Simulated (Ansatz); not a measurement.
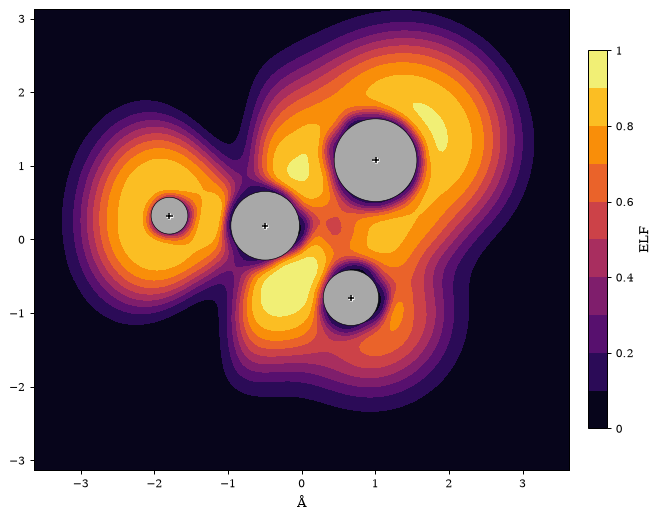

The electron localisation function on a plane through atoms (crosses mark nuclei in the plane; grey discs cover the cores).

These are results of RKS PBE0-D4/def2-TZVPP in Ansatz 0.2.0, not measurements.

Candidates:
A. C3H5Ga (SMILES C=[C]1[CH2][GaH]1)
B. C2H6Al2
C. CH2BFS (SMILES FB1CS1)

Which system is this?

Candidate C: CH2BFS on the plane of atoms B2, S4 and C3, which holds F, B, C and S. B–F (1.31 Å): the ELF peaks at about 0.85 between the atoms (a shared but strongly polarised pair). C–B (1.52 Å): the ELF peaks at about 0.95 between the atoms, as expected for a covalent bond.
